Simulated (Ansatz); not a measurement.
C2H9BClNSi (SMILES BN(CC)[SiH2]Cl)

```yaml
atoms:
  - { symbol: B, position_ang: [-1.1427, -1.3016, -0.6595] }
  - { symbol: N, position_ang: [-0.5943, -0.0916, -0.2167] }
  - { symbol: C, position_ang: [0.1088, -0.0104, 1.0719] }
  - { symbol: C, position_ang: [1.5411, -0.4980, 0.9823] }
  - { symbol: Si, position_ang: [-0.7489, 1.3580, -1.1523] }
  - { symbol: Cl, position_ang: [1.0872, 2.0287, -1.8040] }
  - { symbol: H, position_ang: [-1.6787, -1.3474, -1.7282] }
  - { symbol: H, position_ang: [-1.0738, -2.2677, 0.0471] }
  - { symbol: H, position_ang: [0.0882, 1.0260, 1.4269] }
  - { symbol: H, position_ang: [-0.4459, -0.6045, 1.8021] }
  - { symbol: H, position_ang: [1.5674, -1.5419, 0.6619] }
  - { symbol: H, position_ang: [2.0285, -0.4273, 1.9576] }
  - { symbol: H, position_ang: [2.1144, 0.0938, 0.2668] }
  - { symbol: H, position_ang: [-1.5912, 1.0917, -2.3325] }
  - { symbol: H, position_ang: [-1.2816, 2.4415, -0.2941] }
```

Geometry: PBE0-D4/def2-TZVP.

Computed with RKS PBE0-D4/def2-TZVPP in Ansatz 0.2.0.

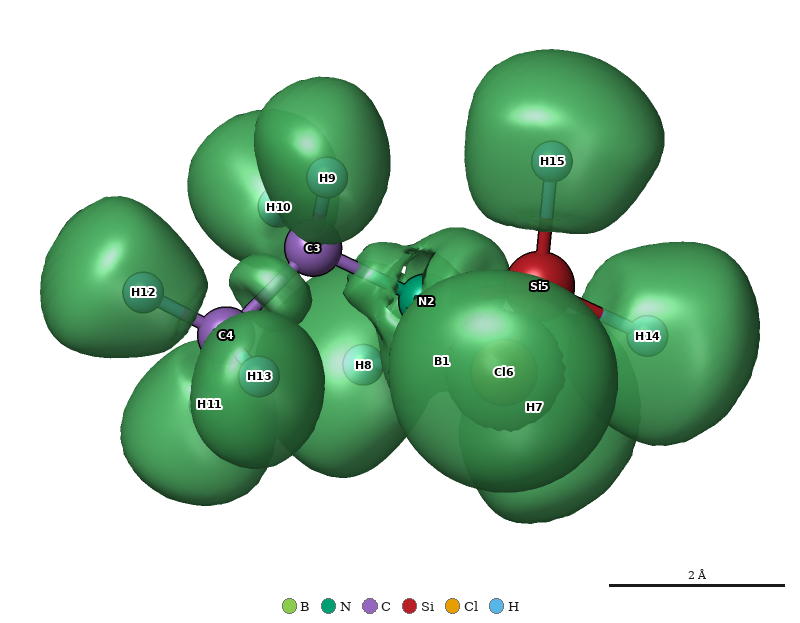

Figure 1. Isosurface of the ELF at 0.75 (green), seen from one side. Core shells and regions of very low density are left out.

Identify the bonds, lone pairs and shells in this picture.

Answer. The ELF exceeds this value in one region between bonded C–C atoms (shared pairs), nine regions around hydrogen nuclei, one region on Cl in which the atom's valence shell and bonds are merged and one region on N in which the atom's valence shell and bonds are merged. Along the contacts the grid gives the following. B–N (1.40 Å): the ELF peaks at about 0.90 between the atoms; a polar covalent bond. C–N (1.47 Å): the ELF peaks at about 0.90 between the atoms, as expected for a covalent bond.

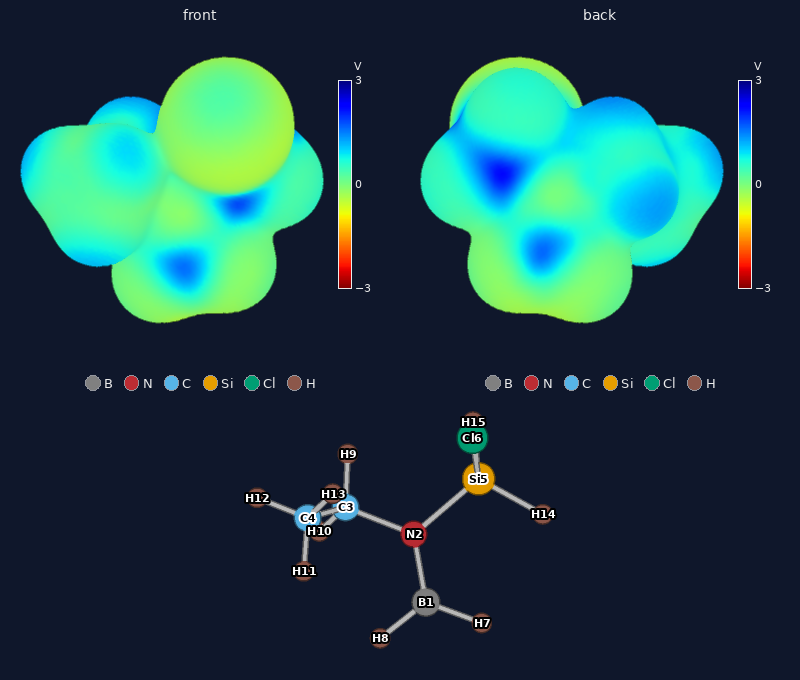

Figure 2. The molecular electrostatic potential painted on the density surface at 0.004 e/bohr³, seen from the front and from behind; the colour scale runs from red (negative) to blue (positive). The bare structure is drawn below in the same view.

Describe the electrostatic potential map.

Answer. The most negative region (about −0.4 V, or −9 kcal/mol for a unit charge) lies over Cl6, the most positive (about +2.0 V, or +46 kcal/mol for a unit charge) over Si5. Cl6 shows a σ-hole: about +0.3 V, or +7 kcal/mol for a unit charge at the tip opposite its bond, against about −0.1 V on its flanks.

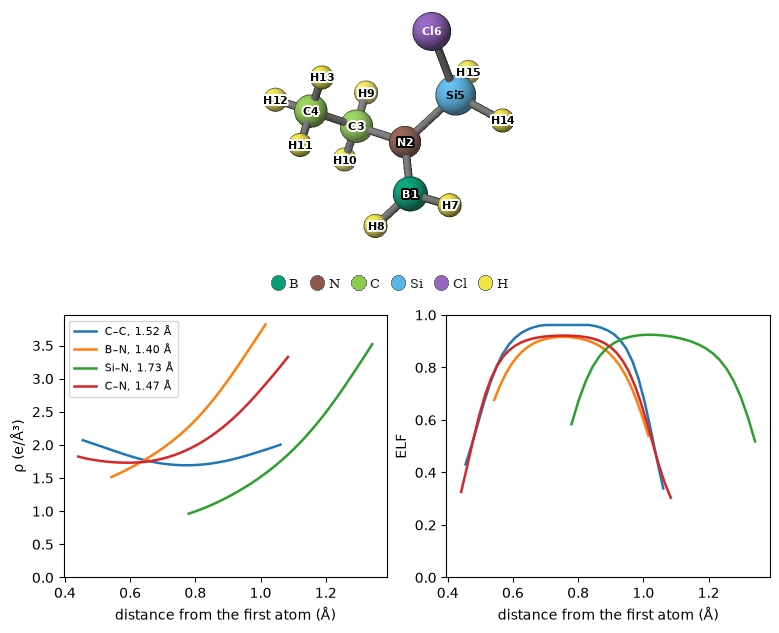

Figure 3. Total electron density and ELF along straight lines between neighbouring atoms. The curves leave out the atomic cores. The structure is drawn too.

Compare the contacts.

Answer. C–C (1.52 Å): the density is about 1.7 e/Å³ at the midpoint; the ELF peaks at about 0.95 between the atoms; a covalent bond.
B–N (1.40 Å): ρ is about 2 e/Å³ halfway; the ELF peaks at about 0.90 between the atoms (a short, strongly polar bond).
Si–N (1.73 Å): ρ is about 1.1 e/Å³ halfway; the ELF peaks at about 0.90 between the atoms: a shared but strongly polarised pair.
C–N (1.47 Å): the density is about 1.8 e/Å³ at the midpoint; the ELF peaks at about 0.90 between the atoms: a shared electron pair.

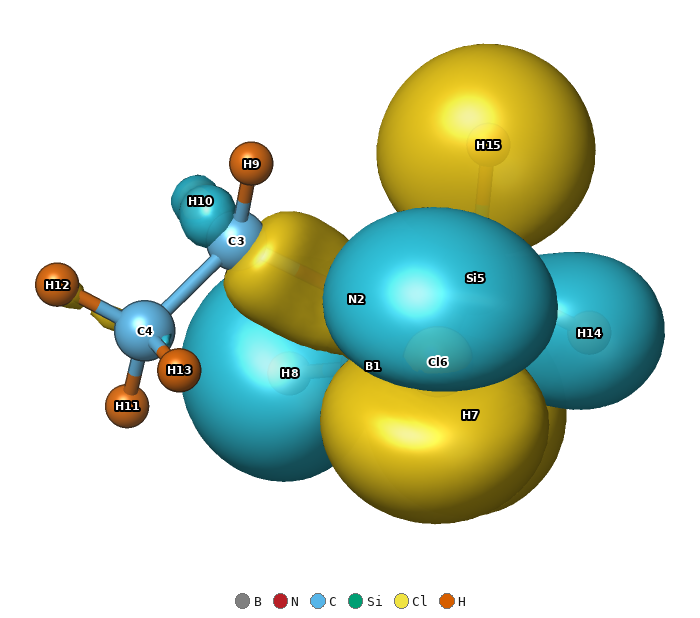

Figure 4. The HOMO−1 at ±0.06 Å⁻³ᐟ² (yellow and cyan are the two phases), seen from one side.

Describe this orbital and give its energy.

Answer. It lies mainly on Cl6 (about 35 %), B1 (about 15 %), H8 (about 10 %), Si5 (about 10 %), H15 (about 10 %) and H7 (about 10 %). Its energy is −8.80 eV.
